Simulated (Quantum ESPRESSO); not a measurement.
# Changing pseudopotentials: PseudoDojo norm-conserving against GBRV, 5 surfaces

How far does the work function move when only the pseudopotential set and its cutoffs are swapped on fixed atoms, and is the shift the same for all surfaces?

How it was computed: Quantum ESPRESSO 7.5 (pw.x, pp.x): slabs at the tabulated lattice constant, outer layers relaxed under PBE by Ansatz 0.2.0 (PAW) or by pw.x, 16 to 19 Å of vacuum, cold smearing of 0.02 Ry, SCF threshold 1e-7 Ry, k-spacings of 0.17 to 0.35 Å⁻¹ (2π included); slabs of magnetic metals were started with moments, and † marks those that keep one. The work function is the vacuum level of the electrostatic potential less the Fermi level. Covered slabs use open boundaries (ESM, bc1). The reference is PBE with GBRV ultrasoft files; atoms and mesh stay.

The runs side by side:

```
                            surface  PBE, GBRV (eV)  PBE, PseudoDojo norm-conserving (eV)  shift (eV)  cutoff (Ry), new and old  CPU time, new over old
     Zr(0001), 4 layers + Se on hcp            5.47                                  5.48       +0.01                    78, 40                     3.1
Ta(110), 5 layers + C on longbridge            6.05                                  6.07       +0.02                    74, 40                     2.6
Na(110), 5 layers + P on longbridge            6.14                                  6.13       −0.01                    76, 40                     2.6
    Ca(100), 5 layers + P on bridge            6.18                                  6.19        0.00                    56, 40                     1.8
      Ti(0001), 4 layers + C on hcp            6.53                                  6.53        0.00                    76, 40                     2.2
```

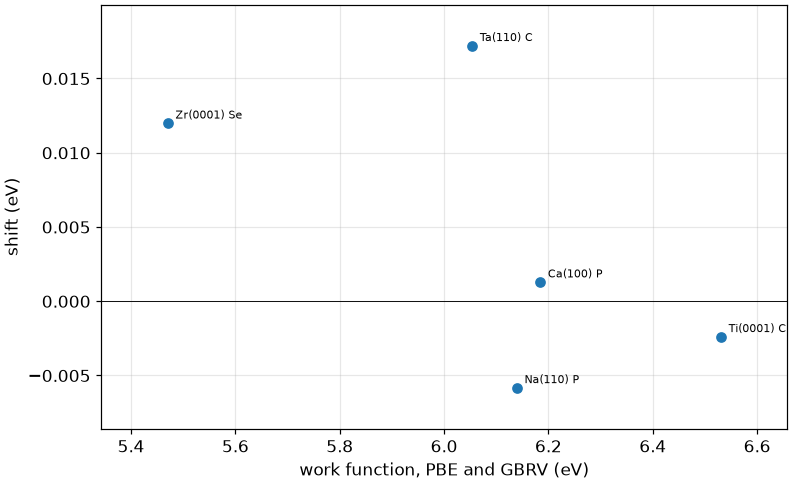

Shift of the work function against its PBE value.

**Reading.** The shift runs from −0.01 eV (Na(110), 5 layers + P on longbridge) to +0.02 eV (Ta(110), 5 layers + C on longbridge), with a median of 0.00 eV. It is nearly rigid: all surfaces lie within 0.05 eV of the median. 5 of 5 surfaces move by under 0.03 eV. The new level costs 2.6 times the reference's CPU time in the median.

Caveats: Rows were grouped by their PBE work function; over all 33 surfaces run at this level the shift spans −0.07 to +0.02 eV. Levels carry 0.01 to 0.02 eV of SCF slack. CPU times come from shared hosts of several kinds and are rough.

[Logs are printed without paths, hosts, clocks, repeated set-up lines and the standing remarks that a program may print on its own settings, such as how far it seeks lower states.]
